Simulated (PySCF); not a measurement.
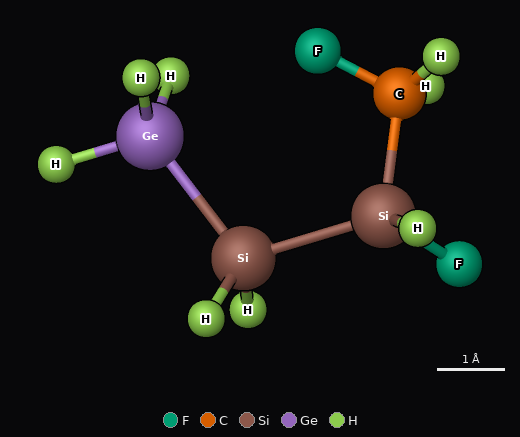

*The input geometry (ball-and-stick view, seen at a tilt). Sticks mark near contacts.*

Run report: CH8F2GeSi2, excited-state calculation

CH8F2GeSi2, computed with TDDFT B3LYP/def2-SVPD, vertical, gas phase, core orbitals frozen in the response (PySCF 2.14.0).

The geometry comes from this level: GFN2-xTB. It belongs to a series of runs on one base structure; here: H on Si replaced by CH2F.

### The input
```
{"job": {"kind": "uv", "xc": "B3LYP", "basis": "def2-SVPD", "nstates": 8, "ntriplets": 3}, "charge": 0, "multiplicity": 1}
F     -0.579910     1.342366     1.059355
C     -1.504971     0.321237     1.267697
Si    -1.392938    -0.954558    -0.171059
F     -1.715172    -2.351733     0.586519
Si     0.770835    -0.918340    -0.990818
Ge     1.872523     1.070983    -0.440385
H     -1.247731    -0.126903     2.230449
H     -2.476539     0.809452     1.363278
H     -2.583706    -0.794255    -1.001993
H      1.526930    -2.077087    -0.490776
H      0.728153    -1.079198    -2.452682
H      1.188164     2.325309    -0.878272
H      3.221424     1.158848    -1.108909
H      2.192261     1.273406     1.005430
```

The first line tells a small driver script what to run in PySCF; the rest is the geometry in Å.

Machine: 1 CPU thread, shared host.

Command:
```bash
OMP_NUM_THREADS=1 python <driver script> task.json out
```

### The program's output
```
coarse grid: 55800 points
cycle   1  E = -2898.0213634737  dE = -3.396e-01  |g| = 7.442e-01  |ddm| = 4.555e+00
cycle   2  E = -2897.8847195674  dE =  1.366e-01  |g| = 1.195e+00  |ddm| = 1.654e+00
cycle   3  E = -2898.1045789695  dE = -2.199e-01  |g| = 1.303e-01  |ddm| = 1.032e+00
cycle   4  E = -2898.1069278335  dE = -2.349e-03  |g| = 3.280e-02  |ddm| = 1.551e-01
cycle   5  E = -2898.1070627521  dE = -1.349e-04  |g| = 8.561e-03  |ddm| = 3.399e-02
cycle   6  E = -2898.1070736001  dE = -1.085e-05  |g| = 3.731e-03  |ddm| = 9.799e-03
cycle   7  E = -2898.1070758925  dE = -2.292e-06  |g| = 4.744e-04  |ddm| = 3.293e-03
final grid: 114288 points
cycle   8  E = -2898.1071185271  dE = -1.340e-07  |g| = 5.681e-04  |ddm| = 6.018e-03
cycle   9  E = -2898.1071184795  dE =  4.757e-08  |g| = 7.916e-04  |ddm| = 1.601e-03
cycle  10  E = -2898.1071186002  dE = -1.207e-07  |g| = 8.893e-05  |ddm| = 7.769e-04
cycle  11  E = -2898.1071186018  dE = -1.625e-09  |g| = 1.629e-05  |ddm| = 1.055e-04
cycle  12  E = -2898.1071186018  dE = -2.683e-11  |g| = 3.438e-06  |ddm| = 1.894e-05
```

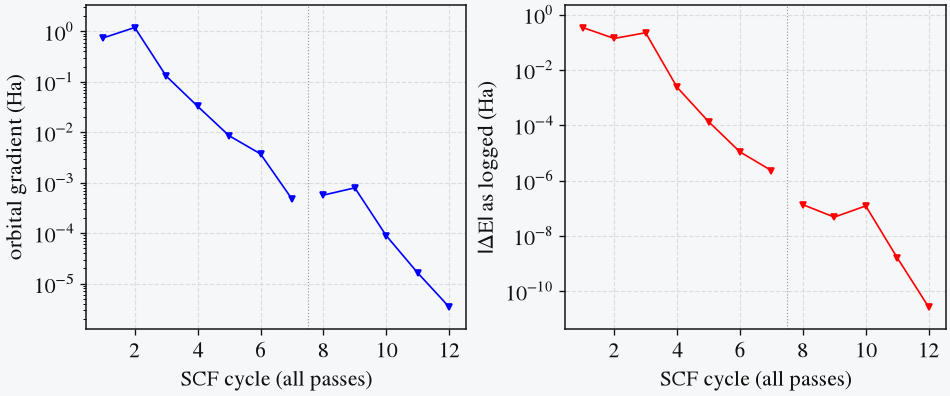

*Convergence of the self-consistent field: orbital gradient and size of the energy change against the SCF cycle. The dotted line marks the change from a coarse to the final integration grid.*

The first 7 cycles use a coarse grid, the final grid takes over at cycle 8, and the field converges after 12 cycles in all.

```
converged SCF energy = -2898.1071186018

Static polarisability (au): isotropic 101.989, principal 84.417 101.122 120.428

Singlet excitations
state   eV       nm        f      main configurations
  1   5.7480    215.7   0.00933   H->L 0.94
  2   6.2603    198.0   0.00188   H-1->L 0.89
  3   6.5097    190.5   0.09170   H->L+1 0.77, H-2->L 0.09
  4   6.7969    182.4   0.03670   H-2->L 0.74
  5   6.9362    178.7   0.07262   H-1->L+1 0.85
  6   7.0486    175.9   0.02520   H-3->L 0.87
  7   7.1599    173.2   0.00141   H-4->L 0.69, H->L+2 0.18, H-2->L 0.10
  8   7.2530    170.9   0.17322   H->L+2 0.57, H->L+3 0.16, H-4->L 0.11

Triplet excitations (Tamm-Dancoff, eV): 5.2488 5.7636 5.9343
```

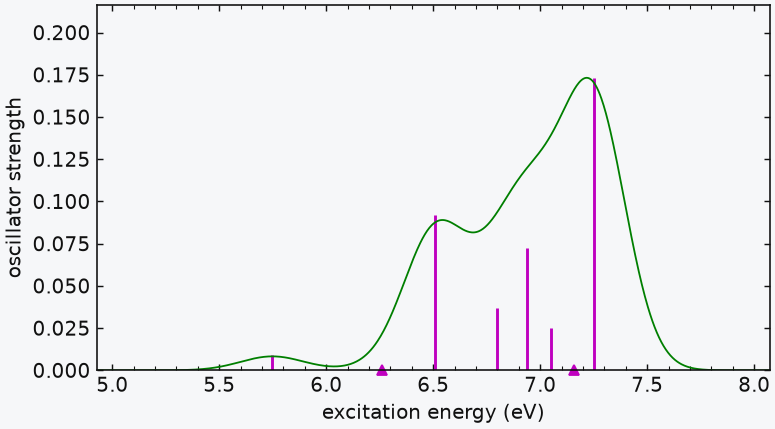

*Computed excitations as sticks (degenerate states added up, dark ones marked on the axis), with a Gaussian envelope of 0.35 eV full width at half maximum, scaled to the tallest.*

Of the 8 states the lowest lies at 5.75 eV (f = 0.009); the strongest line is at 7.25 eV, or 171 nm (f = 0.173).

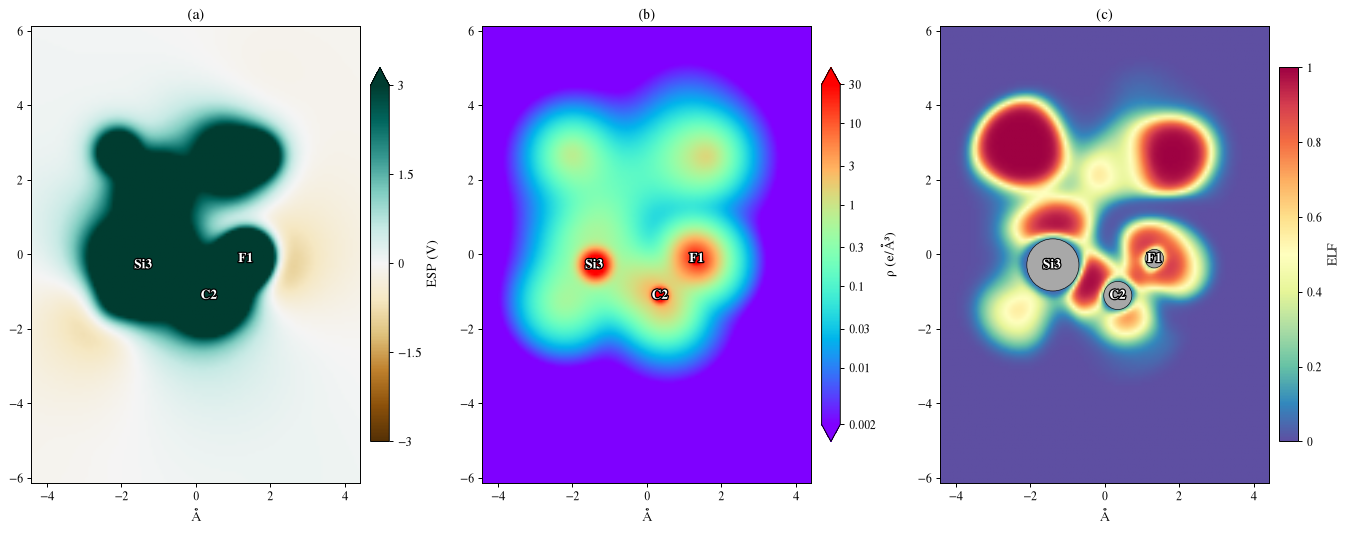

*(a) electrostatic potential; (b) total electron density; (c) ELF on the plane of atoms F1, C2 and Si3. Grey discs, where drawn, cover atomic cores.*

C–Si (1.93 Å): ρ at the midpoint is about 0.94 e/Å³; the ELF peaks at about 1 between the atoms, which marks a covalent bond.

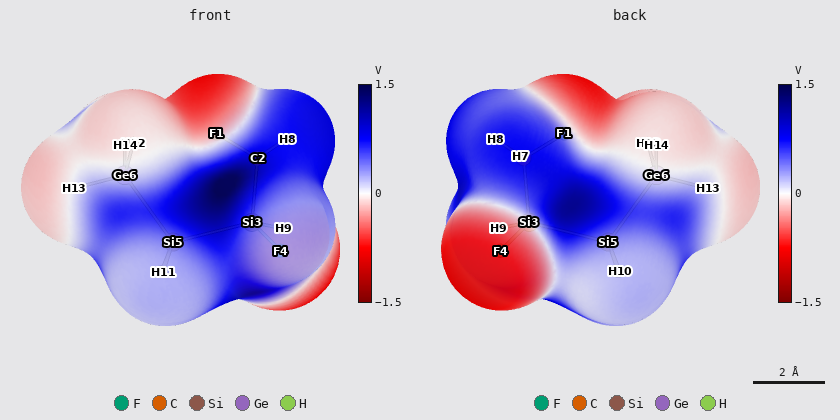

*The electrostatic potential painted on the density surface at 0.001 e/bohr³, seen face on and from behind; the colour scale runs from red (negative) to blue (positive).*

Its dipole moment is 0.83 D.

### Results in brief

- outcome: converged
- total energy: −2898.107119 hartree
- HOMO: −8.06 eV
- LUMO: −1.32 eV
- dipole moment: 0.83 D
- mean polarisability: 101.99 a.u.
- lowest singlet excitation: 5.75 eV
- wall time: 88 s
- peak memory: 0.9 GiB

### Notes

Spin–orbit coupling is left out, which matters for the heavy atoms.
